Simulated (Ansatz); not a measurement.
# ClHSi···H2: what the fields show

```xyz
5

Si   -0.0031    0.0234   -1.0655
H     1.1254   -0.2415    1.3296
H     1.6511    0.1154    1.0190
Cl   -1.1774    1.6365   -0.4538
H    -0.7048   -0.9871   -0.1985
```

Not at a stationary point (largest force 1.3 eV/Å).

These are results of RHF/def2-TZVP (Ansatz 0.2.0), not measurements.

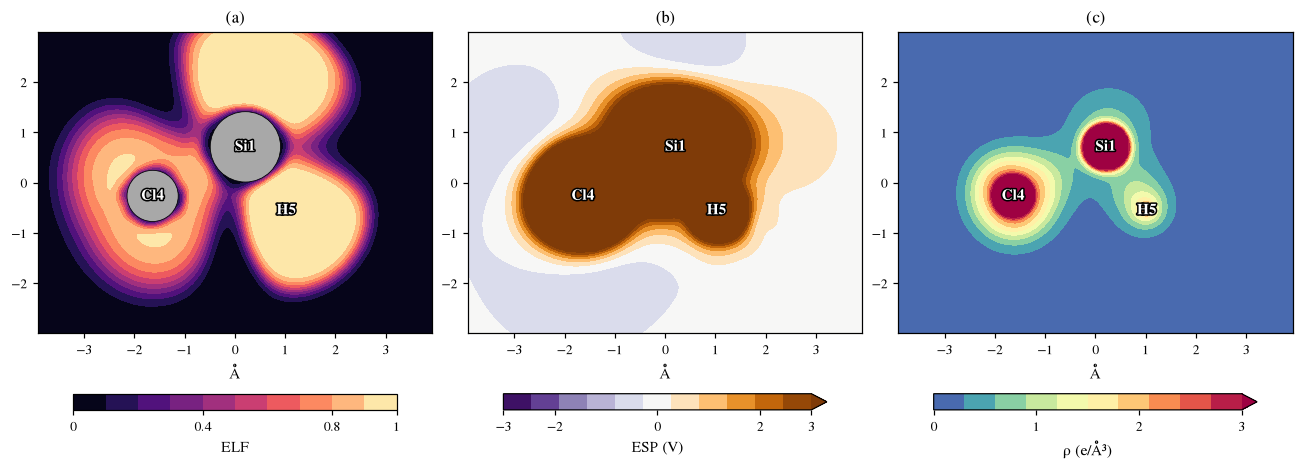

Figure 1. (a) electron localisation function; (b) electrostatic potential; (c) total electron density on the plane of atoms Cl4, Si1 and H5. Grey discs cover the atomic cores in the ELF map.

Describe what can be read from this map.

- The plane passes through Si, Cl and H nuclei.
- Si–Cl (2.09 Å): the density is about 0.87 e/Å³ at the midpoint; the ELF peaks at about 0.85 between the atoms; a polar covalent bond.
- Si–H (1.51 Å): ρ is about 0.81 e/Å³ halfway; the ELF climbs to about 1 towards the hydrogen, as it does in any bond to H.
- The ELF also peaks beside Cl4 and Si1, away from the bonds: lone-pair regions.
- Outside the dense part of the complex the potential is most negative (−0.7 V) near Si1.

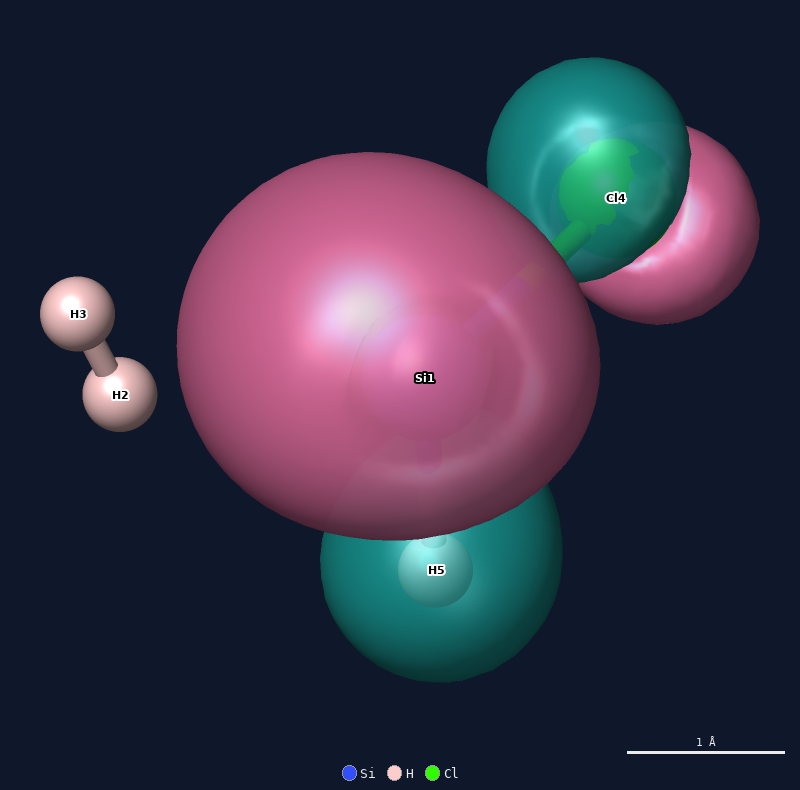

Figure 2. The HOMO at ±0.15 Å⁻³ᐟ² (teal and pink are the two phases), seen at a tilt.

What is the character of this orbital?

It lies mainly on Si1 (about 70 %), Cl4 (about 15 %) and H5 (about 15 %). Its energy is −9.41 eV.

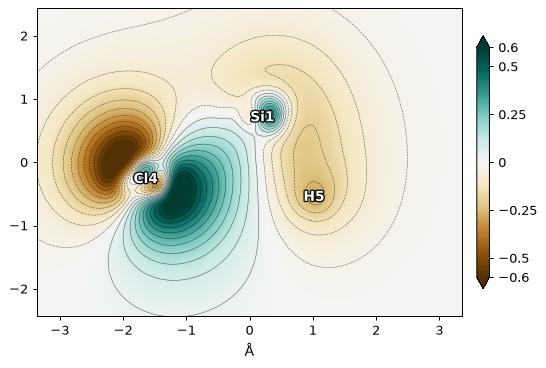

Figure 3. The HOMO−1 on the plane of atoms Cl4, Si1 and H5 (values in Å⁻³ᐟ²; the overall sign is arbitrary).

Where does this orbital lie, and at what energy?

By Hirshfeld shares it lies mainly on Cl4 (about 75 %) and Si1 (about 20 %). Its energy is −12.74 eV.
